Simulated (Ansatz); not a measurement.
**Molecular dynamics of Ge2H4O2 (part 3 of 3)**

The same run, continued: Ge2H4O2; RKS B3LYP-D4/def2-SVP (Ansatz 0.2.0). It belongs to a series of runs on one base structure; here: dynamics from the highest image of the converged band.

Geometry of the input (Å):
```
O  -0.3089  1.8525  -0.7887
Ge -0.6059  0.5494  0.3838
O  0.9174  -0.1371  1.0111
Ge -0.1630  -1.7508  -0.2403
H  0.4729  1.6827  -1.3341
H  -1.6147  1.1140  1.3895
H  0.6653  -1.7131  -1.5777
H  0.7292  -1.6547  1.1005
```

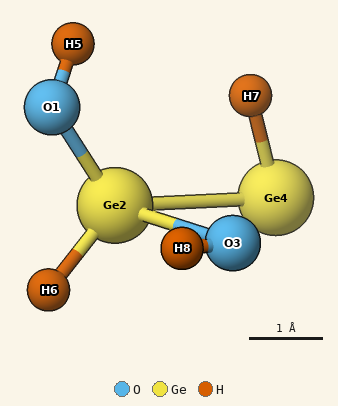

Figure 1. The geometry at step 100 of the log (ball-and-stick view, seen at a tilt; atoms are numbered from 1 in the order of the input).

```
Total energy: -117180.27513091 eV, -4306.2956834175 hartree
Atom 0 at    -0.179910     2.055845    -0.533557 Å, force    -0.065311     0.236352    -0.049849 eV/Å
Atom 1 at    -0.689268     0.559970     0.299305 Å, force     1.363594    -0.031822     1.520677 eV/Å
Atom 2 at     1.091270    -0.221518     1.009321 Å, force    -8.447701    -4.807078     2.556709 eV/Å
Atom 3 at    -0.165636    -1.832295    -0.217773 Å, force     1.003853     1.151728     0.192210 eV/Å
Atom 4 at     0.182484     2.022914    -1.427732 Å, force    -0.083332    -0.298979    -0.029217 eV/Å
Atom 5 at    -1.096168     1.203428     1.696031 Å, force    -0.194583    -0.191301    -0.578169 eV/Å
Atom 6 at     0.797457    -0.853740    -1.049893 Å, force    -0.224561    -0.706997    -1.143210 eV/Å
Atom 7 at     1.757196     0.278509     0.808417 Å, force     6.648042     4.648097    -2.469151 eV/Å
Dipole moment:    -0.078388    -0.160057    -0.477608 e Å
```

### Trajectory as extended XYZ (Å, eV, eV/Å), 25 of the 201 frames kept, from step=0 to step=200
```
8
Properties=species:S:1:pos:R:3:forces:R:3 step=0 time_fs=0.0 energy=-117179.20123 temperature=100.0
O    -0.3089    1.8525   -0.7887    0.0194  -0.0223  -0.0081
Ge   -0.6059    0.5494    0.3838   -0.0099   0.0140   0.0016
O     0.9174   -0.1371    1.0111   -0.0038  -0.0108   0.0035
Ge   -0.1630   -1.7508   -0.2403    0.0062   0.0031   0.0118
H     0.4729    1.6827   -1.3341   -0.0137   0.0200  -0.0034
H    -1.6147    1.1140    1.3895    0.0021  -0.0024   0.0021
H     0.6653   -1.7131   -1.5777    0.0015   0.0020  -0.0010
H     0.7292   -1.6547    1.1005   -0.0019  -0.0037  -0.0067
8
Properties=species:S:1:pos:R:3:forces:R:3 step=8 time_fs=4.0 energy=-117179.17658 temperature=68.4
O    -0.3137    1.8542   -0.7737    0.1279   0.1401  -0.2165
Ge   -0.6000    0.5498    0.3808   -1.0235   0.1226   0.3507
O     0.9022   -0.1342    1.0014    0.4969  -0.1746   0.3263
Ge   -0.1636   -1.7528   -0.2383    0.1293  -0.0189  -0.1214
H     0.4516    1.6609   -1.3334    0.0269   0.0917  -0.0756
H    -1.6706    1.1122    1.3719    0.3870  -0.1830  -0.2483
H     0.6737   -1.6697   -1.5862   -0.0810  -0.0585   0.1692
H     0.7359   -1.6350    1.1201   -0.0634   0.0806  -0.1843
8
Properties=species:S:1:pos:R:3:forces:R:3 step=17 time_fs=8.5 energy=-117179.16264 temperature=50.3
O    -0.3174    1.8576   -0.7596    0.2895   0.2922  -0.4494
Ge   -0.5959    0.5506    0.3780   -1.2232  -0.1553  -0.0516
O     0.8909   -0.1329    0.9943    0.9340  -0.3763   0.6187
Ge   -0.1640   -1.7551   -0.2363   -0.0958  -0.0535  -0.2271
H     0.4286    1.6539   -1.3431   -0.0209   0.1435  -0.0609
H    -1.6747    1.0831    1.3185    0.0323   0.0315   0.1842
H     0.6712   -1.6314   -1.5699    0.0066  -0.0878   0.0230
H     0.7353   -1.5975    1.1136    0.0774   0.2055  -0.0369
8
Properties=species:S:1:pos:R:3:forces:R:3 step=25 time_fs=12.5 energy=-117179.18469 temperature=79.2
O    -0.3178    1.8636   -0.7513    0.2699   0.4272  -0.3843
Ge   -0.5950    0.5509    0.3755   -1.2559  -0.4249  -0.5471
O     0.8902   -0.1357    0.9942    1.2058  -0.7784   0.8640
Ge   -0.1646   -1.7573   -0.2351   -0.4291  -0.2229  -0.3805
H     0.4057    1.6696   -1.3621    0.0407   0.0858  -0.0993
H    -1.6693    1.0606    1.2966   -0.2097   0.2145   0.4878
H     0.6694   -1.6106   -1.5514    0.0870  -0.0305  -0.1903
H     0.7473   -1.5269    1.1023    0.2913   0.7293   0.2497
8
Properties=species:S:1:pos:R:3:forces:R:3 step=33 time_fs=16.5 energy=-117179.65053 temperature=681.7
O    -0.3154    1.8737   -0.7467    0.4684   0.5574  -0.1767
Ge   -0.5969    0.5503    0.3718   -2.2392  -0.4816  -0.9304
O     0.9013   -0.1470    1.0026    1.7412  -2.1599   1.3668
Ge   -0.1661   -1.7600   -0.2348   -0.8190  -0.8017  -0.9260
H     0.3852    1.6983   -1.3928   -0.0956  -0.0041   0.0403
H    -1.6834    1.0662    1.3396    0.3877   0.0966   0.1449
H     0.6777   -1.5924   -1.5585   -0.0514   0.1879  -0.1535
H     0.8048   -1.3255    1.1296    0.6079   2.6053   0.6346
8
Properties=species:S:1:pos:R:3:forces:R:3 step=42 time_fs=21.0 energy=-117180.33856 temperature=1550.2
O    -0.3079    1.8916   -0.7429    0.3322   0.6000   0.3375
Ge   -0.6045    0.5485    0.3654   -2.0883  -0.5424  -1.0229
O     0.9338   -0.1624    1.0222    1.3762   6.0531  -1.9711
Ge   -0.1698   -1.7651   -0.2367   -0.4566  -0.8260  -0.7998
H     0.3526    1.7271   -1.4271    0.0199  -0.1561  -0.0398
H    -1.6321    1.0916    1.4161    0.5963   0.0672  -0.0536
H     0.6764   -1.5370   -1.5905   -0.2253   0.2987   0.1109
H     0.9666   -0.9757    1.3516    0.4457  -5.4945   3.4388
8
Properties=species:S:1:pos:R:3:forces:R:3 step=50 time_fs=25.0 energy=-117180.06327 temperature=1215.0
O    -0.2975    1.9135   -0.7366    0.4059   0.3122   0.2979
Ge   -0.6160    0.5456    0.3573   -1.1465  -0.5467  -0.6548
O     0.9806   -0.1448    1.0380    1.8575  -4.3805   3.4279
Ge   -0.1741   -1.7715   -0.2402    0.1434  -0.2477  -0.2411
H     0.3221    1.7301   -1.4596   -0.1376  -0.1399   0.1213
H    -1.4977    1.1277    1.4806    0.1507   0.1908   0.0920
H     0.6411   -1.4408   -1.6037   -0.2223   0.1978   0.2430
H     1.1314   -1.0725    1.8152   -1.0511   4.6139  -3.2861
8
Properties=species:S:1:pos:R:3:forces:R:3 step=58 time_fs=29.0 energy=-117181.11830 temperature=2557.1
O    -0.2836    1.9383   -0.7271    0.1128  -0.0377   0.5218
Ge   -0.6298    0.5417    0.3479    0.2923   0.0031  -0.0121
O     1.0432   -0.1625    1.0813   -0.9370   1.9215  -5.2352
Ge   -0.1782   -1.7784   -0.2442    0.3094  -0.0526   0.3090
H     0.2760    1.7110   -1.4806   -0.0128  -0.1240  -0.0664
H    -1.3368    1.1897    1.5560   -0.0739   0.0878   0.0115
H     0.5746   -1.3140   -1.5834   -0.0098   0.1459   0.0883
H     1.1603   -0.5732    1.8673    0.3191  -1.9441   4.3832
8
Properties=species:S:1:pos:R:3:forces:R:3 step=67 time_fs=33.5 energy=-117180.39829 temperature=1644.9
O    -0.2662    1.9654   -0.7114    0.0998  -0.5384   0.1556
Ge   -0.6448    0.5375    0.3375    1.0460   0.7924   0.9442
O     1.1083   -0.1812    1.0983   -0.7393   0.8590   3.9649
Ge   -0.1821   -1.7865   -0.2480    0.2207  -0.1047   0.6057
H     0.2138    1.6725   -1.5048   -0.1515   0.1041   0.1219
H    -1.1671    1.2701    1.6343   -0.1468  -0.2384  -0.4257
H     0.5002   -1.1446   -1.5445    0.2085   0.0616  -0.0014
H     1.1737   -0.0322    2.2748   -0.5375  -0.9355  -5.3652
8
Properties=species:S:1:pos:R:3:forces:R:3 step=75 time_fs=37.5 energy=-117180.57823 temperature=1868.6
O    -0.2500    1.9844   -0.6952   -0.1517  -0.8062   0.2530
Ge   -0.6557    0.5353    0.3301    1.5362   0.9667   1.1030
O     1.1568   -0.1874    1.1324   -1.5170   1.9782   2.0123
Ge   -0.1850   -1.7937   -0.2500    0.3742   0.2983   0.3814
H     0.1397    1.6509   -1.5159    0.0290   0.1671  -0.1518
H    -1.0416    1.3083    1.6447   -0.3462  -0.2531  -0.2900
H     0.4632   -0.9864   -1.5064    0.1234  -0.2507   0.1609
H     1.1317    0.2691    2.1159   -0.0480  -2.1004  -3.4688
8
Properties=species:S:1:pos:R:3:forces:R:3 step=83 time_fs=41.5 energy=-117180.38259 temperature=1600.4
O    -0.2349    1.9956   -0.6771   -0.1439  -1.0110  -0.1263
Ge   -0.6635    0.5351    0.3250    1.4942   0.5177   0.4341
O     1.1932   -0.1918    1.1651   -1.5425  -0.6834  -2.3312
Ge   -0.1872   -1.8004   -0.2512    0.5089   0.8188   0.2388
H     0.0655    1.6576   -1.5399   -0.0153   0.3220   0.1030
H    -0.9672    1.3112    1.6166   -0.4781   0.0104   0.2581
H     0.4451   -0.8665   -1.4470    0.0355  -0.5307   0.0958
H     1.0478    0.5257    1.7648    0.1411   0.5563   1.3276
8
Properties=species:S:1:pos:R:3:forces:R:3 step=92 time_fs=46.0 energy=-117179.46832 temperature=447.1
O    -0.2200    1.9972   -0.6574   -0.2745  -0.6755   0.0319
Ge   -0.6685    0.5362    0.3204    1.2408   0.2778   0.5772
O     1.2151   -0.2000    1.1696   -2.5264   4.4976   0.9590
Ge   -0.1883   -1.8058   -0.2519    0.4330   0.9124   0.5022
H    -0.0158    1.7165   -1.5604    0.1075   0.1316  -0.1065
H    -0.9705    1.3132    1.6237   -0.4531  -0.0087   0.1501
H     0.4352   -0.8228   -1.3690    0.1626  -0.4392  -0.3036
H     0.9955    0.8397    1.6881    1.3102  -4.6960  -1.8103
8
Properties=species:S:1:pos:R:3:forces:R:3 step=100 time_fs=50.0 energy=-117179.38217 temperature=353.5
O    -0.2092    1.9914   -0.6404   -0.1946  -0.3792  -0.3010
Ge   -0.6701    0.5378    0.3177    0.8137   0.1858   1.1047
O     1.2110   -0.1767    1.1773   -0.8615 -11.6574  -5.1214
Ge   -0.1883   -1.8087   -0.2514    0.3896   0.7293   0.6250
H    -0.0740    1.7937   -1.5832    0.0775   0.0244   0.2546
H    -1.0437    1.3109    1.6508   -0.1445  -0.3007  -0.3861
H     0.4517   -0.8554   -1.3456    0.2568  -0.2782  -0.5849
H     1.1252    0.6048    1.4263   -0.3370  11.6759   4.4091
8
Properties=species:S:1:pos:R:3:forces:R:3 step=108 time_fs=54.0 energy=-117179.53452 temperature=533.1
O    -0.2004    1.9823   -0.6255   -0.1668   0.1978  -0.0150
Ge   -0.6699    0.5398    0.3173    1.1554  -0.3195   1.3038
O     1.1927   -0.1916    1.1598   -1.4360   5.2873   0.4123
Ge   -0.1875   -1.8099   -0.2496    0.5007   0.8402   0.2784
H    -0.1190    1.8722   -1.5799    0.1173  -0.2016  -0.0724
H    -1.1452    1.2687    1.6275   -0.1565  -0.1859  -0.2982
H     0.5031   -0.9345   -1.4043    0.0438  -0.3708  -0.3252
H     1.2935    0.9747    1.4491   -0.0579  -5.2475  -1.2836
8
Properties=species:S:1:pos:R:3:forces:R:3 step=117 time_fs=58.5 energy=-117180.53715 temperature=1801.9
O    -0.1923    1.9743   -0.6097   -0.0725   0.5329  -0.2694
Ge   -0.6667    0.5411    0.3200    1.5267  -0.8633   0.8187
O     1.1550   -0.1615    1.1407   -4.0139  -3.8005  -1.6213
Ge   -0.1852   -1.8091   -0.2470    0.8113   0.7102  -0.1968
H    -0.1496    1.9258   -1.5754    0.0991  -0.2838   0.1717
H    -1.2893    1.1925    1.5570   -0.2217   0.1227   0.2171
H     0.5653   -1.0911   -1.5229   -0.2754  -0.3980   0.2046
H     1.4809    0.6591    1.3086    2.1463   3.9799   0.6754
8
Properties=species:S:1:pos:R:3:forces:R:3 step=125 time_fs=62.5 energy=-117180.58368 temperature=1880.3
O    -0.1859    1.9724   -0.5976   -0.0596   0.7129  -0.0094
Ge   -0.6604    0.5405    0.3244    1.4689  -0.5690   0.8422
O     1.0851   -0.1479    1.1139    1.4402   3.1621  -0.1302
Ge   -0.1814   -1.8069   -0.2451    0.8714   0.2720  -0.1406
H    -0.1602    1.9284   -1.5577    0.0910  -0.2800  -0.1427
H    -1.4489    1.1376    1.5168    0.0444   0.0374   0.0201
H     0.5806   -1.2913   -1.6035   -0.3059  -0.0980   0.2866
H     1.9200    0.6103    1.1894   -3.5505  -3.2374  -0.7259
8
Properties=species:S:1:pos:R:3:forces:R:3 step=133 time_fs=66.5 energy=-117180.60977 temperature=1915.5
O    -0.1801    1.9773   -0.5864   -0.0410   0.6728  -0.3066
Ge   -0.6512    0.5387    0.3305    0.4855  -0.2049   0.4525
O     1.0155   -0.1241    1.0821    3.2787   1.7353  -0.4241
Ge   -0.1759   -1.8041   -0.2433    0.4398  -0.1863   0.3707
H    -0.1571    1.8894   -1.5496    0.0754  -0.1723   0.1524
H    -1.5986    1.0879    1.4790    0.5379  -0.1003  -0.2461
H     0.5530   -1.5048   -1.6445   -0.0535   0.3133   0.0400
H     2.0439    0.3866    1.0195   -4.7228  -2.0576  -0.0388
8
Properties=species:S:1:pos:R:3:forces:R:3 step=142 time_fs=71.0 energy=-117180.95946 temperature=2342.4
O    -0.1742    1.9902   -0.5765   -0.0962   0.4006  -0.0710
Ge   -0.6397    0.5360    0.3382   -0.5980  -0.0674  -1.0189
O     0.9441   -0.0857    1.0472   -1.3299  -0.9400   1.1786
Ge   -0.1686   -1.8015   -0.2404   -0.3682  -0.5742   0.5742
H    -0.1391    1.8157   -1.5244    0.0908  -0.0112  -0.0759
H    -1.6733    1.0173    1.4030    0.5626   0.0216   0.1920
H     0.5140   -1.6878   -1.6818    0.1980   0.5907  -0.0420
H     1.8265   -0.1021    0.7365    1.5408   0.5799  -0.7370
8
Properties=species:S:1:pos:R:3:forces:R:3 step=150 time_fs=75.0 energy=-117179.77031 temperature=837.3
O    -0.1698    2.0057   -0.5692   -0.1569  -0.0006  -0.2767
Ge   -0.6308    0.5336    0.3428   -1.8902   0.3989  -2.6504
O     0.8677   -0.0669    1.0243    7.1355  -2.5181  -0.8416
Ge   -0.1629   -1.8004   -0.2366   -0.7350  -0.8738   0.1313
H    -0.1088    1.7492   -1.5025    0.0831   0.2397   0.0810
H    -1.6555    0.9590    1.3664    0.0578   0.2474   0.7759
H     0.5067   -1.7585   -1.7177    0.1649   0.6391   0.2130
H     1.8722   -0.3556    0.4307   -4.6592   1.8674   2.5676
8
Properties=species:S:1:pos:R:3:forces:R:3 step=158 time_fs=79.0 energy=-117179.70363 temperature=764.7
O    -0.1670    2.0213   -0.5640   -0.2048  -0.3238  -0.0095
Ge   -0.6259    0.5321    0.3422   -3.2778   1.1486  -2.1404
O     0.8496   -0.0687    0.9984   -3.6609   2.7612   9.2972
Ge   -0.1587   -1.8012   -0.2326   -1.2649  -1.4070  -0.3344
H    -0.0654    1.7169   -1.4764    0.0983   0.3279  -0.1549
H    -1.6183    0.9338    1.4336    0.2218   0.1502   0.3358
H     0.5252   -1.7318   -1.7219    0.1541   0.6176   0.3958
H     1.3658   -0.3768    0.4203    7.9342  -3.2747  -7.3897
8
Properties=species:S:1:pos:R:3:forces:R:3 step=167 time_fs=83.5 energy=-117179.55497 temperature=559.2
O    -0.1662    2.0352   -0.5586   -0.2149  -0.4681  -0.0751
Ge   -0.6287    0.5334    0.3362   -3.7225   1.6085  -1.1911
O     0.8440   -0.0710    1.0163    5.3270  -3.0545  -2.7642
Ge   -0.1573   -1.8056   -0.2286   -1.4511  -1.3749   0.0519
H    -0.0001    1.7399   -1.4682    0.0195   0.3391   0.0161
H    -1.5346    0.9325    1.5620    0.4133   0.0417  -0.3879
H     0.5784   -1.5877   -1.6614    0.3362   0.6355   0.2434
H     1.3424   -0.5017    0.0044   -0.7074   2.2728   4.1069
8
Properties=species:S:1:pos:R:3:forces:R:3 step=175 time_fs=87.5 energy=-117180.72489 temperature=2051.4
O    -0.1676    2.0431   -0.5542   -0.1843  -0.3519   0.1037
Ge   -0.6394    0.5379    0.3281   -2.3415   1.0783  -0.4546
O     0.8857   -0.0983    1.0151    2.4436  -1.4738  -1.1643
Ge   -0.1592   -1.8126   -0.2253   -0.8341  -0.6747  -0.1782
H     0.0624    1.8116   -1.4658   -0.0303   0.1304  -0.0003
H    -1.4004    0.9416    1.6258    0.0662   0.1816  -0.3041
H     0.6735   -1.3632   -1.5622    0.1105   0.2261   0.3833
H     1.3164   -0.3262    0.1278    0.7700   0.8839   1.6146
8
Properties=species:S:1:pos:R:3:forces:R:3 step=183 time_fs=91.5 energy=-117181.20145 temperature=2662.4
O    -0.1708    2.0476   -0.5489   -0.0727  -0.1311   0.1290
Ge   -0.6550    0.5447    0.3189   -0.5367   0.1591  -0.3598
O     0.9407   -0.1398    1.0199    1.5607  -0.4196  -1.6802
Ge   -0.1627   -1.8208   -0.2222    0.4635   0.6739  -0.3454
H     0.1199    1.9037   -1.4611   -0.1186  -0.0935   0.0783
H    -1.2569    0.9796    1.6492   -0.3376   0.3827   0.1759
H     0.7832   -1.1060   -1.4068   -0.3683  -0.4244   0.3080
H     1.5579   -0.0214    0.2266   -0.5903  -0.1472   1.6943
8
Properties=species:S:1:pos:R:3:forces:R:3 step=192 time_fs=96.0 energy=-117180.46613 temperature=1731.7
O    -0.1753    2.0513   -0.5415   -0.0709   0.1388   0.1631
Ge   -0.6739    0.5529    0.3079    0.7045  -0.0996   0.5880
O     1.0119   -0.1867    1.0257    3.0136   1.6089  -2.8934
Ge   -0.1655   -1.8285   -0.2196    1.1573   1.3986  -0.2394
H     0.1633    1.9889   -1.4433   -0.1168  -0.2766  -0.0309
H    -1.1489    1.0849    1.6917   -0.2537   0.1497  -0.2385
H     0.8397   -0.8971   -1.1869   -0.6290  -0.9492  -0.3734
H     1.8606    0.2270    0.3438   -3.8050  -1.9706   3.0246
8
Properties=species:S:1:pos:R:3:forces:R:3 step=200 time_fs=100.0 energy=-117180.27490 temperature=1485.5
O    -0.1799    2.0558   -0.5336   -0.0653   0.2364  -0.0498
Ge   -0.6893    0.5600    0.2993    1.3636  -0.0318   1.5207
O     1.0913   -0.2215    1.0093   -8.4477  -4.8071   2.5567
Ge   -0.1656   -1.8323   -0.2178    1.0039   1.1517   0.1922
H     0.1825    2.0229   -1.4277   -0.0833  -0.2990  -0.0292
H    -1.0962    1.2034    1.6960   -0.1946  -0.1913  -0.5782
H     0.7975   -0.8537   -1.0499   -0.2246  -0.7070  -1.1432
H     1.7572    0.2785    0.8084    6.6480   4.6481  -2.4692
```
